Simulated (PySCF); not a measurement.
Consider C₂H₁₀O₂Si₃.

```xyz
17

Si    3.6346   -0.1716    0.2029
O     2.0781   -0.1242    0.6414
Si    0.5635   -0.0075    1.1992
Si   -0.7832   -0.5222   -0.5837
C    -2.1514    0.7385   -1.0588
C    -2.7798    0.0500    0.1445
O    -2.2577   -1.2499   -0.0952
H     3.8830    1.0509   -0.5575
H     4.4334   -0.2256    1.4250
H     3.7783   -1.3772   -0.6094
H     0.4366    1.3642    1.7253
H     0.4872   -0.9114    2.3568
H    -0.2968   -1.3227   -1.7151
H    -2.0419    1.8178   -0.9908
H    -2.6848    0.4681   -1.9611
H    -3.8736   -0.0043    0.1472
H    -2.4532    0.4581    1.1045
```

Geometry: GFN2-xTB, coordinate held.

Level of theory: BHandHLYP/pcSseg-1, SCF density, gas phase, non-relativistic (PySCF).

### Predict the electron density and electron localisation function between the atoms.

Si–O (1.62 Å): the density is about 1.1 e/Å³ at the midpoint; the ELF peaks at about 0.85 between the atoms: a short, strongly polar bond.
C–H (1.10 Å): ρ is about 2 e/Å³ halfway; the ELF climbs to about 1 towards the hydrogen, as it does in any bond to H; a covalent bond by its length.

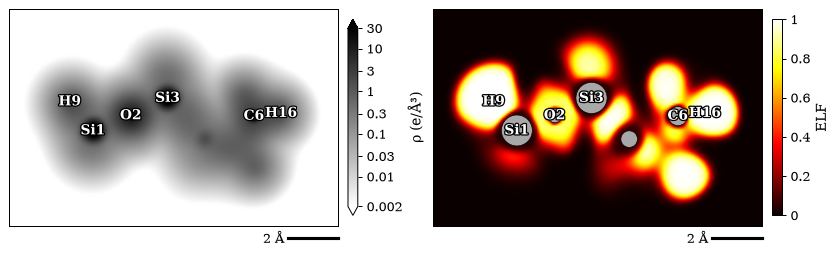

Computed electron density and electron localisation function on the plane of atoms O2, Si1 and H9, in this order. Grey discs cover the atomic cores in the ELF map. 
